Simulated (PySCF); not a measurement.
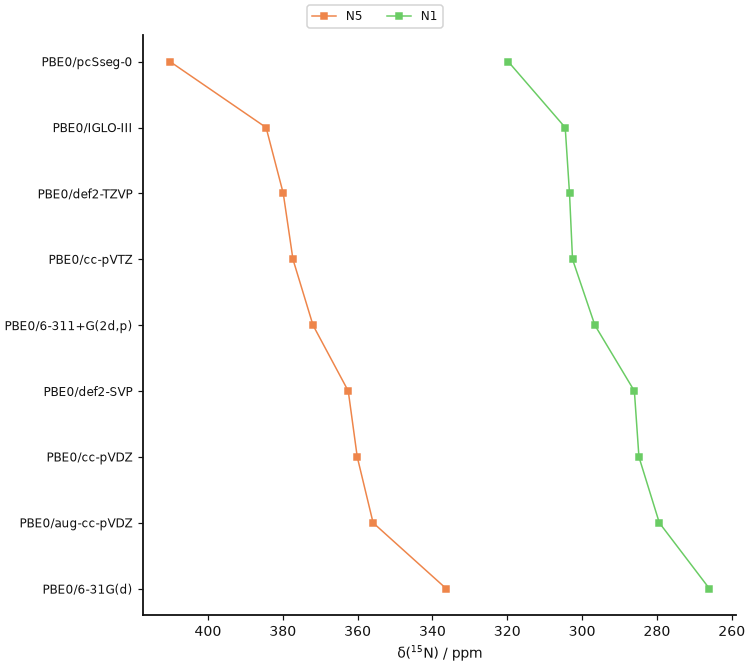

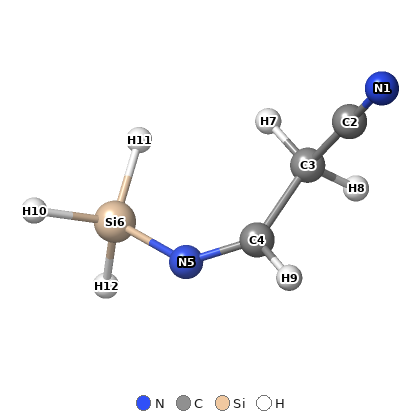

GIAO ¹⁵N shifts of C₃H₆N₂Si, SMILES N#CC/C=N\[SiH3] at several levels, one geometry, PySCF, at a PBE0-D3(BJ)/def2-SVP geometry (no frequency check); values of one conformer, averaged over nuclei that symmetry, rotation about single bonds or inversion at nitrogen exchange, these motions taken as fast; other conformers aren't averaged in; each against NH₃ at the same level (¹⁵N: a single molecule, while the usual scales start at liquid NH₃ or nitromethane; multiply bonded nitrogen can come out tens of ppm too deshielded).

Q: Which of the plotted signals depends most on the level, and by how much?

A: That of N5: from 336.3 ppm (PBE0/6-31G(d)) to 410.1 ppm (PBE0/pcSseg-0), a spread of 73.8 ppm. The steadiest, N1, moves by 53.8 ppm.

Q: Do all levels give the signals in the same order?

A: Yes, the order of the signals is the same at every level.
